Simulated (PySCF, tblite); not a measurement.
# C5H3ClFO radical: geometry, infrared bands and EPR parameters

What infrared bands and EPR parameters should C5H3ClFO radical (`[CH2]/C(=C\F)C(Cl)=C=O`) show?

Programs: tblite 0.8.0 and PySCF 2.14.0, with density-fitted response routines of our own. Each step states its level of theory. These are calculated values for one molecule in the gas phase, unless marked as measured. Atoms count from 0, in the outputs and in this text.

## Step 1: The molecule as given

11 atoms, charge 0, multiplicity 2; geometry from: force field or distance geometry start.

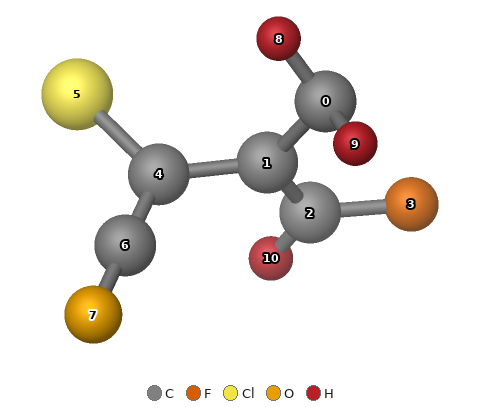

The starting geometry (carbon grey, fluorine orange, chlorine yellow, oxygen amber, hydrogen red), atoms numbered.

## Step 2: Geometry optimisation with GFN2-xTB

What the job is given:

```
{"job": {"kind": "relax", "xc": "GFN2-xTB", "basis": "xTB"}, "charge": 0, "multiplicity": 2}
C     -1.101100    -1.141600    -0.562000
C     -0.392500     0.080900    -0.152800
C     -1.030400     1.072400     0.433000
F     -2.395400     0.974700     0.620500
C      1.066600     0.245600    -0.325200
Cl     1.725500     0.968600    -1.784000
C      1.852600    -0.162600     0.630300
O      2.601500    -0.533000     1.556500
H     -0.578600    -1.593900    -1.444800
H     -1.184700    -1.895800     0.249800
H     -0.558100     1.987400     0.752900
```

The run is started by

```
OMP_NUM_THREADS=1 python probes_run.py task.json out
```

One launch serves the whole session: the jobs run in the order shown.

Standard output:

```text
step      E/eV     max force
  0    -691.19272    6.433
  1    -691.00292   16.291
  2    -691.70633    2.281
  3    -691.78634    1.254
  4    -691.88121    1.879
  5    -691.93368    1.346
  6    -691.97528    0.471
  7    -691.99045    0.468
  8    -692.02232    0.773
  9    -692.04901    0.764
 10    -692.08905    0.593
 11    -692.13885    0.922
 12    -692.19519    1.168
 13    -692.24411    1.881
 14    -692.31284    0.985
 15    -692.35054    0.918
 16    -692.42586    1.205
 17    -692.45286    1.190
 18    -692.47111    0.800
 19    -692.49547    0.330
 20    -692.50945    0.409
 21    -692.52302    0.390
 22    -692.53073    0.247
 23    -692.53528    0.231
 24    -692.53892    0.253
 25    -692.54201    0.186
 26    -692.54427    0.128
 27    -692.54560    0.133
 28    -692.54673    0.133
 29    -692.54834    0.153
 30    -692.55044    0.166
 31    -692.55272    0.172
 32    -692.55491    0.226
 33    -692.55690    0.182
 34    -692.55863    0.135
 35    -692.56002    0.108
 36    -692.56098    0.080
 37    -692.56181    0.085
 38    -692.56253    0.077
 39    -692.56300    0.051
 40    -692.56327    0.055
 41    -692.56351    0.053
 42    -692.56376    0.049
 43    -692.56399    0.043
 44    -692.56417    0.045
 45    -692.56435    0.059
 46    -692.56461    0.061
 47    -692.56493    0.058
 48    -692.56519    0.049
 49    -692.56539    0.041
 50    -692.56554    0.036
 51    -692.56566    0.032
 52    -692.56573    0.019
 53    -692.56576    0.019
 54    -692.56580    0.022
 55    -692.56588    0.036
 56    -692.56601    0.042
 57    -692.56614    0.035
 58    -692.56622    0.024
 59    -692.56627    0.020
 60    -692.56634    0.030
 61    -692.56644    0.038
 62    -692.56656    0.032
 63    -692.56666    0.034
 64    -692.56673    0.036
 65    -692.56684    0.040
 66    -692.56705    0.062
 67    -692.56753    0.101
 68    -692.56846    0.152
 69    -692.56997    0.208
 70    -692.57288    0.201
 71    -692.57923    0.268
 72    -692.58497    0.319
 73    -692.58620    0.872
 74    -692.59599    0.286
 75    -692.60227    0.206
 76    -692.61200    0.595
 77    -692.62035    0.439
 78    -692.62816    0.206
 79    -692.63402    0.662
 80    -692.64388    0.423
 81    -692.64872    0.290
 82    -692.65455    0.281
 83    -692.65865    0.259
 84    -692.66860    0.248
 85    -692.66676    0.961
 86    -692.68119    0.261
 87    -692.68711    0.260
 88    -692.69635    0.329
 89    -692.70004    0.175
 90    -692.70204    0.134
 91    -692.70316    0.121
 92    -692.70364    0.113
 93    -692.70423    0.077
 94    -692.70499    0.154
 95    -692.70679    0.239
 96    -692.70891    0.213
 97    -692.71086    0.118
 98    -692.71173    0.109
 99    -692.71201    0.124
100    -692.71226    0.145
101    -692.71261    0.122
102    -692.71323    0.211
103    -692.71385    0.169
104    -692.71449    0.099
105    -692.71496    0.084
106    -692.71521    0.043
107    -692.71531    0.028
108    -692.71538    0.039
109    -692.71544    0.028
110    -692.71551    0.022
111    -692.71562    0.028
112    -692.71580    0.041
113    -692.71600    0.044
114    -692.71614    0.031
115    -692.71618    0.018
116    -692.71619    0.006
```

Wall time 0.71 s (1 thread of Arm Neoverse V1, shared host).

Step by step: (not every step is listed) (the energy doesn't fall at every step)

```csv
step,energy from step 0 (eV),largest force (eV/Å)
0,0.0000,6.4332
1,0.1898,16.2909
2,-0.5136,2.2810
3,-0.5936,1.2535
4,-0.6885,1.8790
5,-0.7410,1.3463
6,-0.7826,0.4709
7,-0.7977,0.4682
8,-0.8296,0.7726
18,-1.2784,0.7995
28,-1.3540,0.1328
38,-1.3698,0.0772
48,-1.3725,0.0489
58,-1.3735,0.0236
68,-1.3757,0.1522
78,-1.4354,0.2063
88,-1.5036,0.3294
98,-1.5190,0.1085
108,-1.5227,0.0393
111,-1.5229,0.0280
112,-1.5231,0.0406
113,-1.5233,0.0440
114,-1.5234,0.0306
115,-1.5235,0.0181
116,-1.5235,0.0059
```

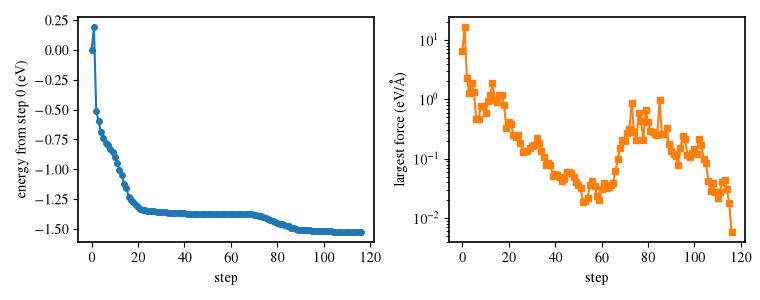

Energy and largest force along the relaxation.

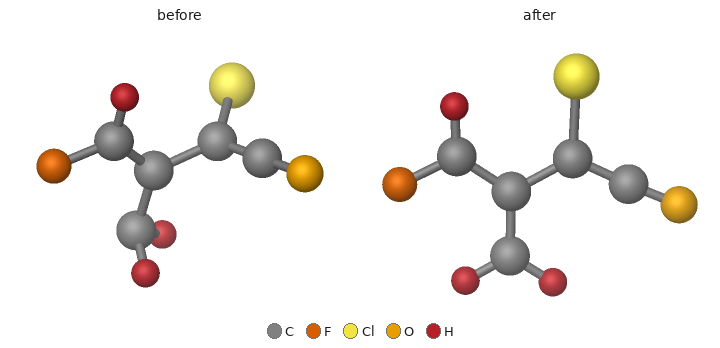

Before and after, at one scale.

Distances of close pairs at the start and the end, largest changes first:

```
 bond  before (Å)  after (Å)  change (Å)
C0–C1       1.471      1.380      -0.091
C6–O7       1.247      1.159      -0.088
C1–C2       1.316      1.384      +0.067
C0–H8       1.121      1.073      -0.048
C2–F3       1.381      1.337      -0.044
C0–H9       1.111      1.073      -0.038
C1–C4       1.478      1.464      -0.015
C4–C6       1.303      1.307      +0.004
```

The end geometry stands in the next job.

## Step 3: Harmonic vibrations with GFN2-xTB

What the job is given:

```
{"job": {"kind": "ir", "xc": "GFN2-xTB", "basis": "xTB"}, "charge": 0, "multiplicity": 2}
C     -0.760810    -1.260992     0.010279
C     -0.347445     0.055326    -0.008664
C     -1.237676     1.114070    -0.038699
F     -2.555458     0.888394    -0.051466
C      1.084960     0.357005     0.003288
Cl     1.656650     2.018811    -0.029902
C      2.058539    -0.513785     0.039427
O      2.954598    -1.248663     0.070611
H     -0.055715    -2.069592     0.033218
H     -1.807923    -1.497131     0.000602
H     -0.984294     2.159228    -0.054657
```

Standard output:

```text
mode    cm-1     km/mol
  1      30.9      0.01
  2     103.6      2.03
  3     144.3      3.69
  4     161.2      0.64
  5     261.7      1.43
  6     271.6      3.55
  7     359.4      1.63
  8     385.4     20.28
  9     434.1      2.42
 10     500.5      2.94
 11     543.0      0.02
 12     547.8      0.05
 13     603.9     11.70
 14     684.8     12.90
 15     741.5     33.23
 16     972.4      1.59
 17     991.0      1.20
 18    1128.8    196.13
 19    1185.6      5.11
 20    1324.9      1.50
 21    1383.9     28.57
 22    1445.8     11.55
 23    1471.8     36.89
 24    2257.4   1064.01
 25    3128.8     12.87
 26    3137.7      1.14
 27    3179.6      8.93
```

Wall time 0.32 s (1 thread of Arm Neoverse V1, shared host).

The strongest bands and the atoms that carry them (share of the mass-weighted mode):

| cm⁻¹ | km/mol | atoms |
| --- | --- | --- |
| 385 | 20.3 | C6 73 %, O7 17 % |
| 685 | 12.9 | C1 21 %, C4 16 %, C2 16 %, H9 12 % |
| 742 | 33.2 | H9 38 %, H8 35 %, C0 24 % |
| 1129 | 196.1 | C2 32 %, F3 28 %, C1 17 % |
| 1384 | 28.6 | C4 37 %, C1 17 %, O7 13 %, H9 12 % |
| 1472 | 36.9 | C1 39 %, C2 34 %, C4 10 % |
| 2257 | 1064.0 | C6 69 %, O7 21 % |
| 3129 | 12.9 | H10 91 % |

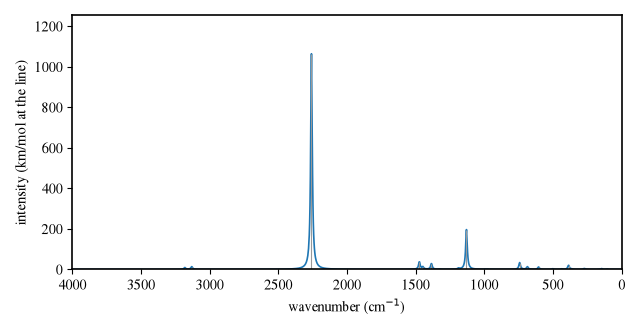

The infrared spectrum from these modes, unscaled. Lines are broadened to a width of 14 cm⁻¹ (Lorentzian).

## Step 4: EPR parameters: B3LYP/pcH-1

Settings changed since step 3:

```diff
@@ -1,2 +1,2 @@
-{"job": {"kind": "ir", "xc": "GFN2-xTB", "basis": "xTB"}, "charge": 0, "multiplicity": 2}
+{"job": {"kind": "epr", "basis": "pcH-1"}, "charge": 0, "multiplicity": 2}
 C     -0.760810    -1.260992     0.010279
```

Method: UKS B3LYP, pcH-1 on C Cl F H O, non-relativistic, mean-field spin-orbit, GIAO.

Standard output:

```text
UKS, coarse grid
  cycle   1  E = -827.37367043  |g| = 5.98e-01
  cycle   2  E = -826.79531421  |g| = 1.37e+00
  cycle   3  E = -827.48864414  |g| = 2.05e-01
  cycle   4  E = -827.50435572  |g| = 9.35e-02
  cycle   5  E = -827.50807463  |g| = 2.15e-02
  cycle   6  E = -827.50831976  |g| = 1.04e-02
  cycle   7  E = -827.50840136  |g| = 4.80e-03
  cycle   8  E = -827.50842438  |g| = 2.32e-03
  cycle   9  E = -827.50842905  |g| = 1.00e-03
  cycle  10  E = -827.50843012  |g| = 3.52e-04
UKS, final grid
  cycle   1  E = -827.50846631  |g| = 5.37e-04
  cycle   2  E = -827.50846597  |g| = 1.06e-03
  cycle   3  E = -827.50846646  |g| = 1.71e-04
  cycle   4  E = -827.50846647  |g| = 5.44e-05
  cycle   5  E = -827.50846648  |g| = 3.73e-05
  cycle   6  E = -827.50846648  |g| = 9.19e-06
E = -827.50846648 Eh   <S^2> = 0.7828 (exact 0.7500)
g shifts (ppm)      1          2          3
  rmc          -167       -167       -167
  gc             -0         37         37
  oz_so          14       1284       2357
  total        -153       1154       2227
hyperfine (MHz)  atom isotope    a_iso     a_fc   dipolar eigenvalues
    0   13C      56.75      56.84    -54.11    -52.41    106.52
    1   13C     -51.00     -51.01    -28.42     11.57     16.85
    2   13C      62.46      62.41    -54.80    -51.81    106.61
    3   19F      87.53      87.15   -167.60   -137.09    304.69
    4   13C       8.89       8.87     -2.02     -1.21      3.22
    5  35Cl       0.14       0.16     -1.25     -0.51      1.77
    6   13C      -3.54      -3.56     -7.83      3.37      4.46
    7   17O       1.65       1.67     -3.60     -3.30      6.90
    8    1H     -43.50     -43.50    -26.73     -0.03     26.77
    9    1H     -42.81     -42.82    -22.45     -1.66     24.11
   10    1H     -45.73     -45.76    -24.98     -1.43     26.41
```

Run time: 72 s. Hardware: 1 thread of Arm Neoverse V1, shared host; peak memory 0.92 GiB.

Principal g values 2.00217, 2.00347, 2.00455; g(iso) = 2.00340, against 2.00232 for a free electron.

Mean a(iso) over the nuclei that a row names, and the largest dipolar term of the row (other rows stand at the frozen geometry):

| nuclei | isotope | a(iso) (MHz) | a(iso) (G, at g = 2.0023) | largest dipolar term (MHz) |
| --- | --- | --- | --- | --- |
| F3 | 19F | 87.5 | 31.2 | 304.7 |
| C2 | 13C | 62.5 | 22.3 | 106.6 |
| C0 | 13C | 56.8 | 20.3 | 106.5 |
| C1 | 13C | -51.0 | -18.2 | -28.4 |
| H10 | 1H | -45.7 | -16.3 | 26.4 |
| H8, H9 | 1H | -43.2 | -15.4 | 26.8 |
| C4 | 13C | 8.9 | 3.2 | 3.2 |
| C6 | 13C | -3.5 | -1.3 | -7.8 |
| O7 | 17O | 1.7 | 0.6 | 6.9 |
| Cl5 | 35Cl | 0.1 | 0.1 | 1.8 |

Mulliken spin populations:

| atom | value (e) |
| --- | --- |
| C0 | 0.72 |
| C1 | -0.24 |
| C2 | 0.59 |
| F3 | 0.04 |
| C4 | 0.03 |
| Cl5 | 0.00 |
| C6 | -0.04 |
| O7 | -0.01 |
| H8 | -0.03 |
| H9 | -0.03 |
| H10 | -0.03 |

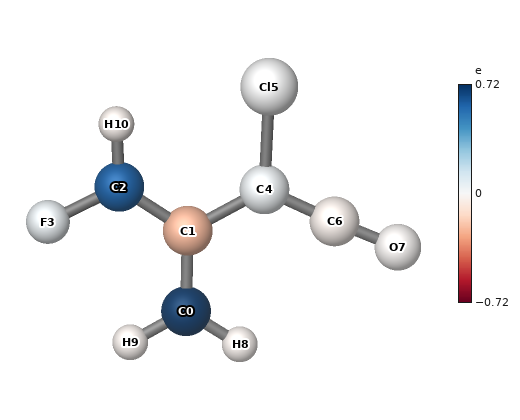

Mulliken spin populations, as colours on the atoms.

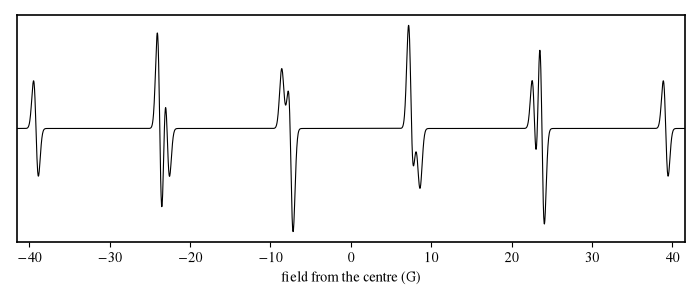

First-order isotropic spectrum (first derivative, main isotopes with spin only, couplings over 0.8 MHz, Gaussian width 0.3 G; couplings of the frozen geometry, rotation of groups not averaged beyond the rows shown).

The fields below are evaluated on a grid from the run's orbitals.

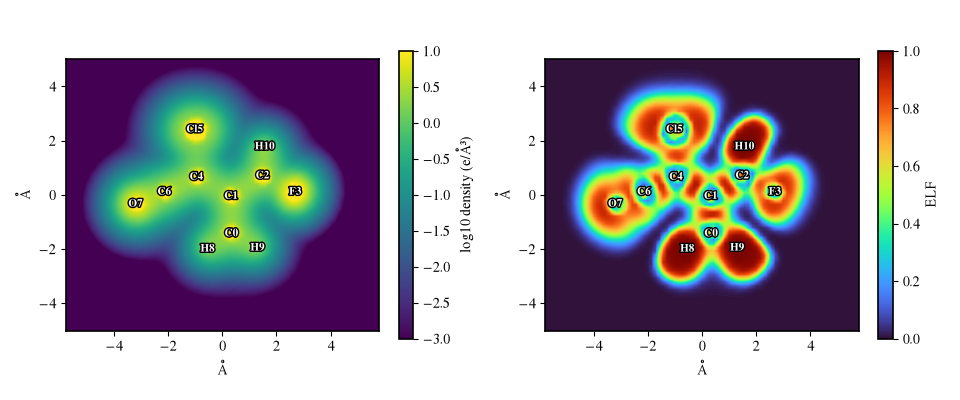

Density (left) and ELF (right) in a plane through or near 11 of the atoms.

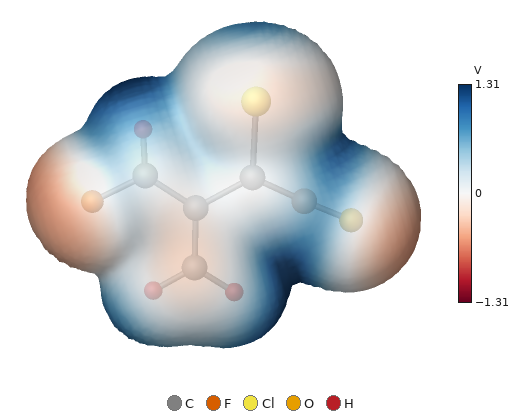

The potential that a unit positive charge feels on the 0.002 e/bohr³ surface, from -0.54 V near F3 to 1.31 V near H8.

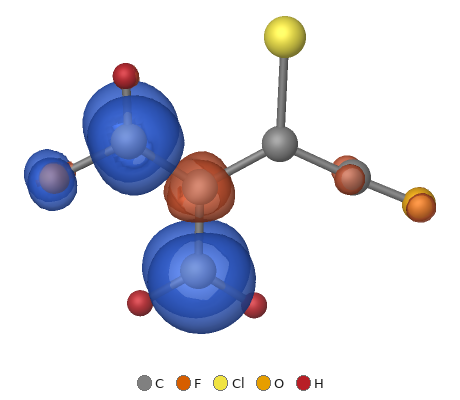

Spin density at ±0.03 e/Å³ (alpha excess blue, beta excess red).

## Step 5: What came out

| quantity | value |
| --- | --- |
| strongest single infrared mode (GFN2-xTB) | 2257 cm⁻¹, 1064 km/mol |
| zero-point energy (GFN2-xTB) | 39.1 kcal/mol |
| g(iso) (B3LYP) | 2.00340 |
| ⟨S²⟩ | 0.783 (exact 0.75) |
| largest a(iso) (averaged by class) | 19F on F3, 87.5 MHz |
| surface potential, least and greatest | -0.54 V and 1.31 V |

What this shows: Over 116 steps the energy fell by 1.523 eV; of the close pairs, C0–C1 changed most, 1.471 to 1.380 Å. No mode is imaginary among the 27: a minimum at this level. The strongest single mode, at 2257 cm⁻¹, moves mainly C6. Unscaled tight-binding wavenumbers are off by several per cent, some by more. Its intensities can rank the bands wrongly. The largest spin populations lie on C0 (0.72 e), C2 (0.59 e). The isotropic g lies 1.1 ppt above the free-electron value.
